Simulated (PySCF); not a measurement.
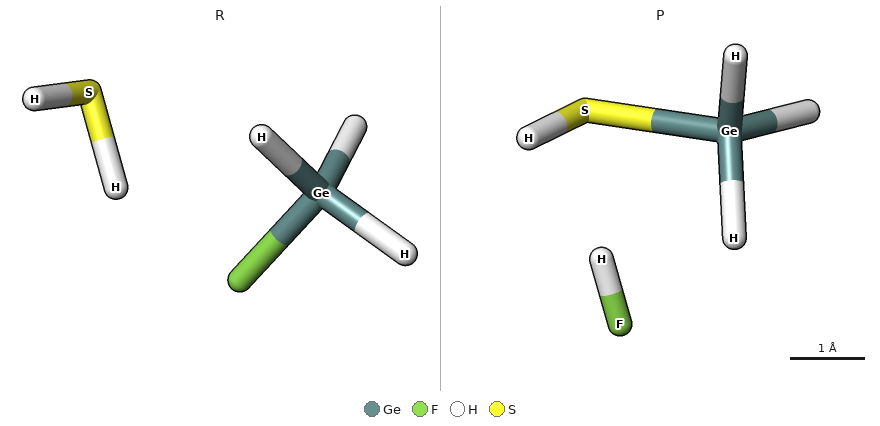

Reactant (R) and product (P) of one elementary step of GeH$_{5}$SF. Style: stick. Shown at a tilt.

Stationary points at PBE0-D4/def2-TZVP, single-point energies with CCSD(T)/CBS, B3LYP-D4, PBE0-D4, CCSD(T), BHLYP-D4, r2SCAN-D4 (def2-TZVPP where no basis is named; PySCF 2.14.0). The energies are electronic, without zero-point or thermal terms, and both ends are the minima reached downhill from the saddle, with any fragments still in contact. CCSD(T)/CBS stands for a frozen-core estimate: MP2 correlation extrapolated from def2-TZVPP and def2-QZVPP, CCSD(T) minus MP2 from the smaller set.

> What is the transition state like, and how high is the barrier?

Counted by bonded pieces, R holds GeH₃F + H₂S and P holds GeH₄S + HF. From R over the saddle to P, bonds form: Ge–S (3.82 → 2.60 → 2.24 Å), F–H (2.31 → 1.16 → 0.94 Å). Bonds break: F–Ge (1.75 → 2.05 → 3.67 Å), H–S (1.34 → 1.60 → 2.19 Å). The saddle has one imaginary mode, 661i cm⁻¹. With CCSD(T)/CBS the barrier is 34.6 kcal/mol from R and 36.3 kcal/mol from P, and P lies 1.7 kcal/mol below R.

```tsv
level	barrier from R (kcal/mol)	barrier from P (kcal/mol)	P less R (kcal/mol)
CCSD(T)/CBS	34.6	36.3	−1.7
B3LYP-D4	31.9	32.0	−0.1
PBE0-D4	28.6	31.7	−3.1
CCSD(T)	35.1	35.4	−0.3
BHLYP-D4	37.8	36.9	0.8
r2SCAN-D4	28.0	28.8	−0.8
```

Against CCSD(T)/CBS, CCSD(T) comes closest on the barrier from R (+0.5 kcal/mol) and r2SCAN-D4 misses most (−6.7 kcal/mol).

The saddle point in the same view, with dashed sticks for the bonds that form or break:

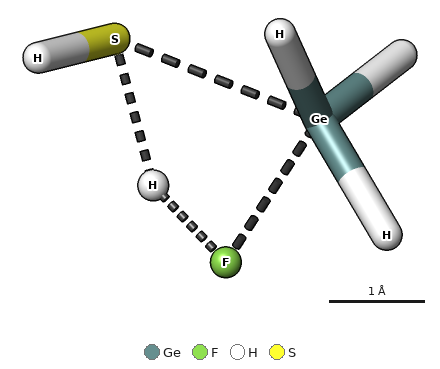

Limits of the set-up: the start holds two separate molecules, 2.3 Å apart at their closest, whose relative position is a soft coordinate.
